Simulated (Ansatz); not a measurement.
C3H3NSi

```yaml
atoms:
  - { symbol: C, position_ang: [0.6107, 0.1788, 2.1958] }
  - { symbol: C, position_ang: [0.4456, -0.0706, 1.0131] }
  - { symbol: Si, position_ang: [0.2100, -0.4539, -0.7522] }
  - { symbol: C, position_ang: [-1.1530, 0.6203, -1.4207] }
  - { symbol: N, position_ang: [-2.0048, 1.2856, -1.8543] }
  - { symbol: H, position_ang: [0.7545, 0.4006, 3.2393] }
  - { symbol: H, position_ang: [1.4364, -0.1508, -1.5344] }
  - { symbol: H, position_ang: [-0.2072, -1.8671, -0.9424] }
```

The calculation used RKS r2SCAN/def2-SVP (Ansatz 0.2.0).

Question: Predict the electron density and electron localisation function between the atoms.

Answer: C–N (1.16 Å): the density is about 3.5 e/Å³ at the midpoint; the ELF peaks at about 0.85 between the atoms; a short, multiple covalent bond.
C–C (1.22 Å): ρ is about 2.7 e/Å³ halfway; the ELF peaks at about 0.85 between the atoms: a multiple bond.
C–Si (1.82 Å): the density is about 0.97 e/Å³ at the midpoint; the ELF peaks at about 0.95 between the atoms: a covalent bond.
C–H (1.08 Å): the density is about 2 e/Å³ at the midpoint; the ELF climbs to about 1 towards the hydrogen, as it does in any bond to H: an ordinary covalent bond to hydrogen.

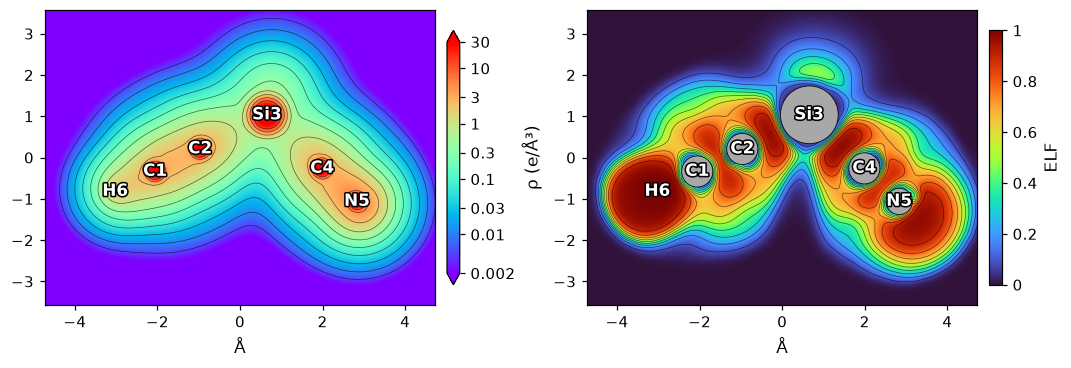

Computed electron density and electron localisation function on the plane of atoms C2, Si3 and C4, in this order. Grey discs cover the atomic cores in the ELF map. 
